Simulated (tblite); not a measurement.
## Run report: C5H12FPSi, geometry relaxation (part 2 of 2)

The same run, continued: C5H12FPSi; GFN2-xTB geometry optimisation, gas phase (tblite 0.8.0). 

Geometry of the input (Å):
```
F  -2.8174  0.2938  0.9009
C  -1.8114  0.1075  -0.0364
C  -0.8429  1.2538  0.1678
C  0.1583  1.3941  -0.9487
P  1.1174  -0.2004  -0.9324
Si 2.6670  0.0295  0.6260
C  -0.0274  -1.5981  -0.5889
C  -1.2001  -1.2317  0.2709
H  -2.3133  0.1512  -1.0204
H  -0.3333  1.2299  1.1320
H  -1.4723  2.1862  0.1556
H  -0.2819  1.6412  -1.9093
H  0.8518  2.2121  -0.6419
H  2.0148  0.2577  1.9233
H  3.4712  1.2117  0.2170
H  3.4986  -1.1648  0.7763
H  -0.3017  -2.0854  -1.5443
H  0.5543  -2.3570  -0.0103
H  -0.9518  -1.3047  1.3571
H  -1.9850  -2.0158  0.1027
```

Trajectory as extended XYZ, continued
```
20
Properties=species:S:1:pos:R:3:forces:R:3 step=41 energy=-702.63121
F    -2.7841    0.2440    0.9816    0.0690  -0.0260  -0.0350
C    -1.7501    0.0866    0.0713    0.0440   0.0030  -0.0190
C    -0.8523    1.3177    0.1266   -0.0120   0.0090  -0.0040
C     0.1638    1.3259   -1.0107   -0.0280  -0.0330   0.0400
P     1.2555   -0.1814   -1.1274    0.0240   0.0420  -0.0220
Si    2.4299   -0.0448    0.7681   -0.0480   0.0350   0.0080
C     0.0068   -1.5016   -0.7270   -0.0160   0.0050  -0.0020
C    -0.9791   -1.1876    0.3937   -0.0010  -0.0020  -0.0170
H    -2.2257   -0.0004   -0.9158   -0.0530   0.0300   0.0310
H    -0.3488    1.3324    1.0964   -0.0100   0.0620  -0.0250
H    -1.4733    2.2158    0.0473   -0.0060  -0.0540   0.0610
H    -0.3633    1.4186   -1.9672    0.0360  -0.0180   0.0130
H     0.8223    2.1961   -0.9137   -0.0270  -0.0890  -0.0410
H     1.7132    0.1445    2.0311   -0.0310   0.0150   0.0690
H     3.3127    1.0990    0.5693    0.0490   0.0730   0.0100
H     3.2010   -1.2769    0.8790    0.0200  -0.0860  -0.0200
H    -0.5546   -1.6829   -1.6503    0.0190  -0.0560  -0.0020
H     0.5733   -2.4108   -0.5011   -0.0470   0.0480  -0.0080
H    -0.4731   -1.0594    1.3539    0.0320  -0.0390  -0.0520
H    -1.6791   -2.0240    0.4918   -0.0120   0.0820   0.0130
20
Properties=species:S:1:pos:R:3:forces:R:3 step=45 energy=-702.63791
F    -2.7465    0.2354    1.0197   -0.0320  -0.0100   0.0070
C    -1.7386    0.0854    0.0819   -0.0080   0.0030   0.0190
C    -0.8554    1.3238    0.1172    0.0180  -0.0030   0.0050
C     0.1612    1.3170   -1.0164    0.0150   0.0130  -0.0370
P     1.2654   -0.1766   -1.1308   -0.0140  -0.0440   0.0120
Si    2.4132   -0.0484    0.7817    0.0380  -0.0050   0.0400
C     0.0085   -1.4946   -0.7449    0.0000  -0.0150  -0.0230
C    -0.9561   -1.1822    0.3916    0.0130   0.0060  -0.0200
H    -2.2412   -0.0042   -0.8919   -0.0300   0.0140   0.0380
H    -0.3555    1.3673    1.0867    0.0250   0.0110   0.0080
H    -1.4881    2.2107    0.0290   -0.0180   0.0100  -0.0050
H    -0.3543    1.3978   -1.9788   -0.0440  -0.0030  -0.0060
H     0.8174    2.1856   -0.9306    0.0340   0.0360  -0.0180
H     1.6701    0.1309    2.0348    0.0220   0.0140   0.0230
H     3.3035    1.1006    0.6067   -0.0130  -0.0230   0.0260
H     3.1713   -1.2972    0.8865   -0.0280   0.0390  -0.0110
H    -0.5601   -1.6617   -1.6657   -0.0070  -0.0280  -0.0160
H     0.5600   -2.4131   -0.5335    0.0370  -0.0140   0.0030
H    -0.4249   -1.0521    1.3369    0.0150  -0.0080  -0.0170
H    -1.6552   -2.0135    0.5168   -0.0240   0.0080  -0.0270
20
Properties=species:S:1:pos:R:3:forces:R:3 step=48 energy=-702.63976
F    -2.7407    0.2320    1.0298   -0.0020   0.0020   0.0290
C    -1.7368    0.0863    0.0862   -0.0120   0.0210   0.0060
C    -0.8548    1.3260    0.1155    0.0010   0.0280  -0.0020
C     0.1621    1.3171   -1.0205    0.0030   0.0020   0.0130
P     1.2655   -0.1802   -1.1295    0.0320   0.0370   0.0290
Si    2.4148   -0.0478    0.7889   -0.0920   0.0100  -0.0300
C     0.0080   -1.4970   -0.7503    0.0160  -0.0140  -0.0020
C    -0.9529   -1.1817    0.3870   -0.0260  -0.0140   0.0040
H    -2.2513   -0.0008   -0.8807   -0.0070   0.0060  -0.0070
H    -0.3542    1.3768    1.0849    0.0210  -0.0030  -0.0070
H    -1.4940    2.2095    0.0260    0.0240  -0.0020  -0.0140
H    -0.3565    1.3941   -1.9819   -0.0190   0.0050   0.0060
H     0.8216    2.1853   -0.9351   -0.0120  -0.0050  -0.0330
H     1.6665    0.1313    2.0392    0.0290   0.0100   0.0220
H     3.3025    1.1000    0.6159    0.0160   0.0110   0.0170
H     3.1649   -1.2970    0.8855    0.0210  -0.0240   0.0070
H    -0.5594   -1.6663   -1.6709   -0.0060  -0.0240  -0.0210
H     0.5624   -2.4132   -0.5351    0.0180  -0.0200  -0.0050
H    -0.4162   -1.0552    1.3291    0.0080  -0.0060   0.0020
H    -1.6567   -2.0084    0.5131   -0.0140  -0.0200  -0.0150
20
Properties=species:S:1:pos:R:3:forces:R:3 step=52 energy=-702.64146
F    -2.7347    0.2305    1.0441    0.0380   0.0150   0.0070
C    -1.7380    0.0897    0.0905    0.0110  -0.0160  -0.0040
C    -0.8539    1.3296    0.1151   -0.0010  -0.0200   0.0040
C     0.1621    1.3170   -1.0217   -0.0210  -0.0050  -0.0120
P     1.2672   -0.1783   -1.1268   -0.0410  -0.0150  -0.0260
Si    2.4072   -0.0458    0.7913    0.0410  -0.0090   0.0250
C     0.0100   -1.5015   -0.7544   -0.0070   0.0140  -0.0010
C    -0.9554   -1.1835    0.3809    0.0130  -0.0030  -0.0110
H    -2.2632    0.0063   -0.8714    0.0140   0.0100  -0.0020
H    -0.3501    1.3841    1.0826    0.0020  -0.0050   0.0000
H    -1.4942    2.2107    0.0208    0.0180   0.0280   0.0000
H    -0.3602    1.3925   -1.9813   -0.0070  -0.0080  -0.0030
H     0.8235    2.1843   -0.9439   -0.0210   0.0070  -0.0110
H     1.6720    0.1358    2.0485    0.0090   0.0020   0.0200
H     3.3036    1.1000    0.6248   -0.0210  -0.0220   0.0080
H     3.1631   -1.2966    0.8838   -0.0230   0.0300   0.0060
H    -0.5544   -1.6786   -1.6768    0.0260   0.0050   0.0090
H     0.5682   -2.4155   -0.5332   -0.0100   0.0170  -0.0070
H    -0.4140   -1.0625    1.3220   -0.0300  -0.0150   0.0000
H    -1.6640   -2.0076    0.5020    0.0100  -0.0100  -0.0010
20
Properties=species:S:1:pos:R:3:forces:R:3 step=55 energy=-702.64246
F    -2.7227    0.2314    1.0562    0.0020   0.0030   0.0040
C    -1.7360    0.0901    0.0933    0.0130   0.0070   0.0040
C    -0.8534    1.3311    0.1146    0.0200   0.0060  -0.0130
C     0.1581    1.3163   -1.0246    0.0160  -0.0060  -0.0320
P     1.2642   -0.1764   -1.1274    0.0290  -0.0240   0.0110
Si    2.4019   -0.0459    0.7966   -0.0120   0.0030   0.0020
C     0.0102   -1.5023   -0.7585    0.0050   0.0080  -0.0010
C    -0.9539   -1.1855    0.3775    0.0020  -0.0010  -0.0060
H    -2.2669    0.0106   -0.8661    0.0030  -0.0010   0.0120
H    -0.3461    1.3890    1.0798   -0.0040  -0.0100   0.0060
H    -1.4898    2.2153    0.0161   -0.0030  -0.0070   0.0240
H    -0.3657    1.3879   -1.9829   -0.0290  -0.0120  -0.0240
H     0.8191    2.1843   -0.9550   -0.0160   0.0160   0.0050
H     1.6739    0.1373    2.0587    0.0000  -0.0060   0.0020
H     3.3003    1.0966    0.6361    0.0000   0.0090  -0.0070
H     3.1561   -1.2953    0.8860   -0.0050  -0.0090   0.0080
H    -0.5506   -1.6816   -1.6822    0.0000   0.0150   0.0040
H     0.5700   -2.4156   -0.5387   -0.0050   0.0170   0.0050
H    -0.4109   -1.0670    1.3180   -0.0260  -0.0130   0.0020
H    -1.6628   -2.0096    0.4993    0.0100   0.0050  -0.0070
20
Properties=species:S:1:pos:R:3:forces:R:3 step=58 energy=-702.64314
F    -2.7148    0.2322    1.0627    0.0000   0.0030   0.0040
C    -1.7321    0.0910    0.0955   -0.0070   0.0080   0.0010
C    -0.8498    1.3323    0.1127    0.0040  -0.0050   0.0000
C     0.1566    1.3150   -1.0319   -0.0030   0.0050   0.0070
P     1.2661   -0.1776   -1.1272    0.0210   0.0370   0.0060
Si    2.3963   -0.0459    0.8021   -0.0100   0.0070  -0.0040
C     0.0107   -1.5010   -0.7623    0.0060   0.0000   0.0080
C    -0.9510   -1.1860    0.3755   -0.0110   0.0090   0.0090
H    -2.2664    0.0124   -0.8616   -0.0090  -0.0030   0.0030
H    -0.3423    1.3902    1.0782    0.0170  -0.0100  -0.0130
H    -1.4868    2.2173    0.0181    0.0050  -0.0260   0.0110
H    -0.3748    1.3814   -1.9875    0.0080  -0.0190   0.0010
H     0.8125    2.1872   -0.9646   -0.0050  -0.0010  -0.0200
H     1.6740    0.1368    2.0676   -0.0100  -0.0060  -0.0050
H     3.2969    1.0950    0.6445    0.0010   0.0120  -0.0120
H     3.1483   -1.2963    0.8895    0.0010  -0.0180   0.0090
H    -0.5502   -1.6788   -1.6858   -0.0090   0.0190  -0.0030
H     0.5698   -2.4145   -0.5448    0.0060  -0.0090   0.0110
H    -0.4091   -1.0700    1.3161    0.0040  -0.0040   0.0140
H    -1.6591   -2.0101    0.5001   -0.0070   0.0010  -0.0270
20
Properties=species:S:1:pos:R:3:forces:R:3 step=62 energy=-702.64431
F    -2.6975    0.2366    1.0827   -0.0070   0.0080  -0.0020
C    -1.7288    0.0934    0.1016   -0.0050  -0.0290   0.0030
C    -0.8435    1.3316    0.1088   -0.0160  -0.0150   0.0170
C     0.1547    1.3139   -1.0417   -0.0080  -0.0030   0.0090
P     1.2744   -0.1709   -1.1265   -0.0510  -0.0350   0.0030
Si    2.3885   -0.0449    0.8096    0.0550  -0.0120   0.0200
C     0.0158   -1.4966   -0.7654    0.0060   0.0230  -0.0010
C    -0.9495   -1.1862    0.3722    0.0220  -0.0120  -0.0080
H    -2.2765    0.0163   -0.8480   -0.0070   0.0010   0.0010
H    -0.3314    1.3908    1.0711    0.0380  -0.0100   0.0000
H    -1.4822    2.2139    0.0196   -0.0160   0.0320  -0.0040
H    -0.3830    1.3654   -1.9951    0.0160  -0.0140   0.0110
H     0.8014    2.1928   -0.9846    0.0110   0.0110  -0.0270
H     1.6692    0.1335    2.0776   -0.0180   0.0010  -0.0120
H     3.2915    1.0957    0.6526   -0.0050  -0.0050   0.0010
H     3.1367   -1.3008    0.8990   -0.0190   0.0280  -0.0010
H    -0.5465   -1.6691   -1.6901    0.0210   0.0140   0.0190
H     0.5719   -2.4125   -0.5472   -0.0010   0.0160  -0.0120
H    -0.4121   -1.0808    1.3172    0.0000   0.0020  -0.0070
H    -1.6581   -2.0114    0.4836   -0.0160   0.0000  -0.0090
20
Properties=species:S:1:pos:R:3:forces:R:3 step=65 energy=-702.64509
F    -2.6885    0.2397    1.0927   -0.0160  -0.0080   0.0030
C    -1.7271    0.0932    0.1052    0.0010   0.0110   0.0070
C    -0.8408    1.3307    0.1086    0.0060   0.0190   0.0000
C     0.1518    1.3129   -1.0467    0.0100  -0.0030   0.0020
P     1.2757   -0.1683   -1.1240    0.0120  -0.0070   0.0170
Si    2.3880   -0.0440    0.8166   -0.0160   0.0080  -0.0130
C     0.0188   -1.4921   -0.7668   -0.0090  -0.0110   0.0110
C    -0.9482   -1.1876    0.3700   -0.0160  -0.0080   0.0020
H    -2.2818    0.0190   -0.8407   -0.0010  -0.0040   0.0020
H    -0.3188    1.3877    1.0662    0.0090  -0.0040   0.0000
H    -1.4797    2.2144    0.0237    0.0030   0.0070   0.0070
H    -0.3884    1.3516   -1.9988    0.0000  -0.0050   0.0040
H     0.7952    2.1959   -1.0021   -0.0070  -0.0040  -0.0100
H     1.6655    0.1323    2.0836   -0.0120   0.0050  -0.0180
H     3.2882    1.0968    0.6571    0.0130   0.0050   0.0070
H     3.1277   -1.3022    0.9047    0.0120  -0.0040   0.0020
H    -0.5436   -1.6614   -1.6916    0.0180   0.0020   0.0000
H     0.5744   -2.4085   -0.5498    0.0000   0.0070  -0.0210
H    -0.4135   -1.0875    1.3175   -0.0090  -0.0070  -0.0150
H    -1.6600   -2.0119    0.4714    0.0040   0.0000   0.0120
20
Properties=species:S:1:pos:R:3:forces:R:3 step=69 energy=-702.64545
F    -2.6891    0.2394    1.0937    0.0040  -0.0010  -0.0030
C    -1.7261    0.0944    0.1071   -0.0020  -0.0030  -0.0010
C    -0.8381    1.3317    0.1099    0.0000  -0.0100   0.0020
C     0.1511    1.3114   -1.0486   -0.0060  -0.0020  -0.0030
P     1.2776   -0.1679   -1.1211   -0.0050   0.0030  -0.0100
Si    2.3855   -0.0427    0.8192    0.0120  -0.0010   0.0040
C     0.0189   -1.4908   -0.7670    0.0030   0.0050  -0.0080
C    -0.9480   -1.1878    0.3702    0.0030   0.0020  -0.0030
H    -2.2804    0.0192   -0.8391    0.0010   0.0070   0.0040
H    -0.3110    1.3851    1.0649   -0.0040   0.0060   0.0020
H    -1.4763    2.2163    0.0286    0.0110   0.0030   0.0060
H    -0.3928    1.3419   -1.9988   -0.0050  -0.0060  -0.0030
H     0.7903    2.1974   -1.0140    0.0030  -0.0020   0.0040
H     1.6607    0.1330    2.0844   -0.0120   0.0070  -0.0080
H     3.2875    1.0978    0.6622    0.0070  -0.0040   0.0080
H     3.1224   -1.3036    0.9069    0.0080   0.0110   0.0040
H    -0.5413   -1.6549   -1.6934   -0.0050   0.0000  -0.0100
H     0.5744   -2.4082   -0.5572   -0.0010  -0.0070   0.0060
H    -0.4117   -1.0886    1.3161   -0.0010  -0.0040   0.0080
H    -1.6587   -2.0123    0.4732   -0.0090  -0.0040   0.0030
20
Properties=species:S:1:pos:R:3:forces:R:3 step=72 energy=-702.64567
F    -2.6850    0.2393    1.1002    0.0020   0.0090   0.0060
C    -1.7260    0.0954    0.1097    0.0010  -0.0140  -0.0010
C    -0.8364    1.3317    0.1096   -0.0060  -0.0080   0.0070
C     0.1503    1.3103   -1.0509   -0.0010  -0.0050   0.0010
P     1.2793   -0.1665   -1.1212   -0.0070  -0.0230  -0.0050
Si    2.3860   -0.0415    0.8200    0.0060  -0.0020   0.0030
C     0.0196   -1.4899   -0.7680    0.0040   0.0020  -0.0080
C    -0.9498   -1.1889    0.3685    0.0160  -0.0060  -0.0050
H    -2.2851    0.0221   -0.8335    0.0020   0.0070  -0.0110
H    -0.3076    1.3864    1.0634    0.0050  -0.0050   0.0080
H    -1.4726    2.2175    0.0303   -0.0040   0.0070  -0.0030
H    -0.3944    1.3358   -2.0009   -0.0090   0.0020   0.0020
H     0.7881    2.1972   -1.0190    0.0020   0.0060   0.0000
H     1.6541    0.1350    2.0808   -0.0080   0.0060  -0.0030
H     3.2901    1.0974    0.6669    0.0060   0.0010   0.0060
H     3.1240   -1.3015    0.9106    0.0040   0.0090   0.0030
H    -0.5377   -1.6531   -1.6967   -0.0080   0.0010   0.0040
H     0.5748   -2.4078   -0.5579   -0.0050   0.0020   0.0040
H    -0.4155   -1.0945    1.3162    0.0030   0.0020   0.0010
H    -1.6615   -2.0136    0.4688   -0.0020   0.0090  -0.0080
20
Properties=species:S:1:pos:R:3:forces:R:3 step=76 energy=-702.64584
F    -2.6872    0.2399    1.0980    0.0050  -0.0030  -0.0020
C    -1.7265    0.0950    0.1090    0.0030   0.0130  -0.0010
C    -0.8358    1.3305    0.1119    0.0090   0.0050  -0.0030
C     0.1496    1.3091   -1.0502    0.0030   0.0000   0.0010
P     1.2788   -0.1686   -1.1218    0.0040   0.0110  -0.0010
Si    2.3883   -0.0398    0.8190   -0.0040   0.0040  -0.0050
C     0.0191   -1.4908   -0.7681   -0.0050  -0.0040   0.0060
C    -0.9508   -1.1898    0.3679   -0.0100   0.0080   0.0020
H    -2.2833    0.0247   -0.8362    0.0030  -0.0010   0.0050
H    -0.3056    1.3832    1.0653   -0.0030  -0.0070  -0.0010
H    -1.4703    2.2184    0.0345    0.0010  -0.0110  -0.0020
H    -0.3970    1.3344   -1.9994   -0.0010   0.0010   0.0090
H     0.7875    2.1965   -1.0195   -0.0050  -0.0070  -0.0010
H     1.6519    0.1389    2.0770   -0.0010   0.0020  -0.0030
H     3.2944    1.0981    0.6676   -0.0030   0.0000   0.0020
H     3.1288   -1.2978    0.9116    0.0020   0.0010   0.0060
H    -0.5381   -1.6542   -1.6969   -0.0050  -0.0030   0.0050
H     0.5739   -2.4083   -0.5561   -0.0030  -0.0060  -0.0030
H    -0.4182   -1.0962    1.3168    0.0040   0.0010  -0.0060
H    -1.6647   -2.0125    0.4667    0.0040  -0.0020  -0.0070
20
Properties=species:S:1:pos:R:3:forces:R:3 step=79 energy=-702.64591
F    -2.6848    0.2405    1.1003    0.0030  -0.0010  -0.0040
C    -1.7256    0.0960    0.1097    0.0020  -0.0020   0.0010
C    -0.8339    1.3304    0.1124   -0.0010  -0.0020   0.0010
C     0.1493    1.3078   -1.0511    0.0000   0.0010   0.0000
P     1.2798   -0.1686   -1.1224   -0.0030  -0.0010   0.0010
Si    2.3873   -0.0388    0.8195    0.0020  -0.0010   0.0010
C     0.0192   -1.4908   -0.7688    0.0020   0.0050  -0.0020
C    -0.9505   -1.1893    0.3672    0.0010  -0.0010  -0.0030
H    -2.2833    0.0263   -0.8350    0.0010   0.0000   0.0070
H    -0.3033    1.3816    1.0655    0.0000   0.0000   0.0000
H    -1.4686    2.2178    0.0353    0.0010   0.0020   0.0010
H    -0.3998    1.3309   -1.9986   -0.0010  -0.0010   0.0000
H     0.7851    2.1963   -1.0236    0.0070   0.0010   0.0000
H     1.6481    0.1405    2.0760    0.0010   0.0010  -0.0030
H     3.2950    1.0982    0.6713   -0.0050   0.0010  -0.0010
H     3.1286   -1.2965    0.9145   -0.0030   0.0040   0.0050
H    -0.5389   -1.6525   -1.6974   -0.0010  -0.0030   0.0040
H     0.5727   -2.4095   -0.5580   -0.0040   0.0000  -0.0030
H    -0.4173   -1.0973    1.3159   -0.0010   0.0010  -0.0040
H    -1.6643   -2.0122    0.4642   -0.0010  -0.0040   0.0000
```

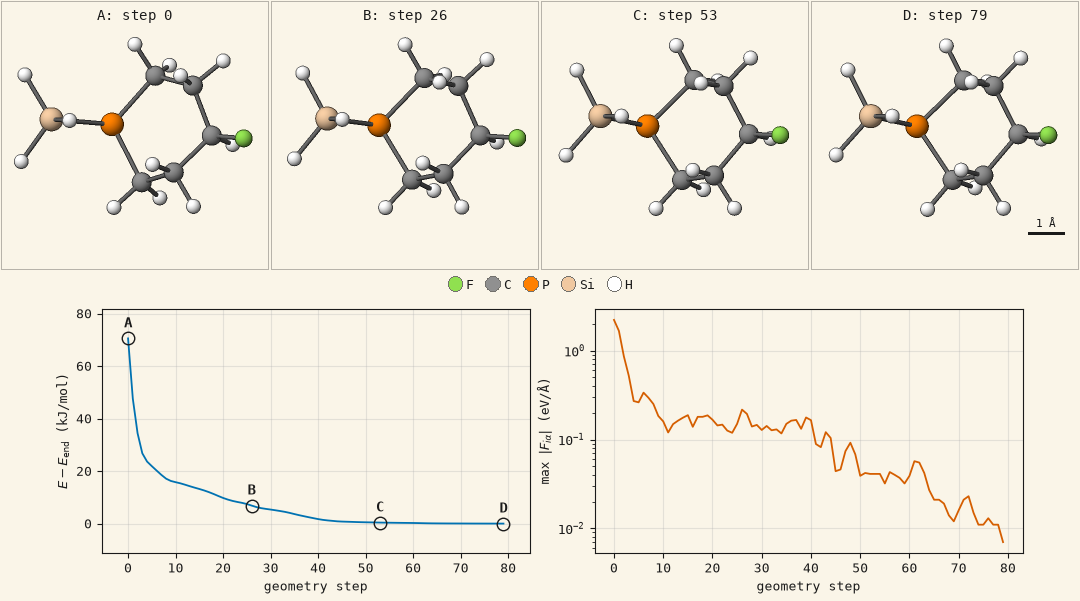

Frames of the relaxation (ball-and-stick view, seen at a tilt) above the curves, on which the letters mark them (steps are counted from 0).

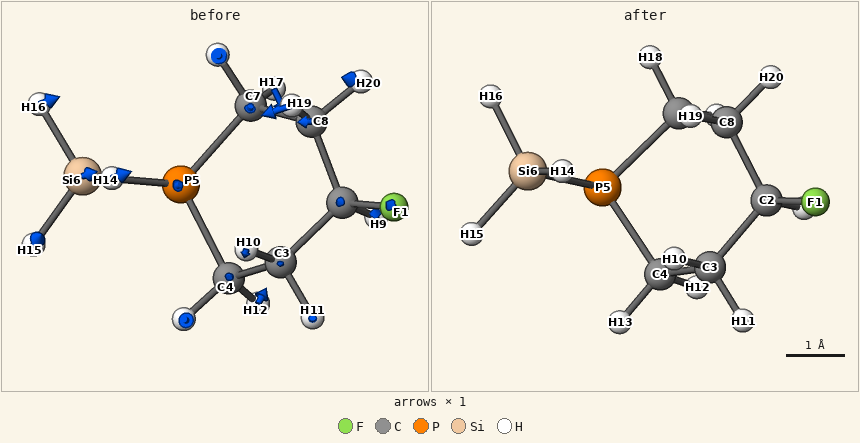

Before (left) and after (right) the relaxation, at one scale (ball-and-stick view, seen at a tilt). The blue arrows give the displacements, at true length. The energy falls by 70.5 kJ/mol in 79 geometry steps. The largest force component goes from 2.2 to 0.007 eV/Å. The atom that moves furthest after the best rigid fit is H19 (0.58 Å). By element the largest moves are H 0.58 Å, Si 0.35 Å, C 0.27 Å, P 0.25 Å, F 0.25 Å. Among the contacts that change: C3–H11 1.125 → 1.094 Å, P5–Si6 2.210 → 2.239 Å, Si6–H15 1.487 → 1.462 Å, C4–H13 1.115 → 1.093 Å. Among the angles that change: C4–P5–C7 109.4° → 98.3°, P5–Si6–H14 109.1° → 120.0°, C3–C4–P5 104.9° → 115.7°. (Atoms are counted from 1 in the order of the input.)
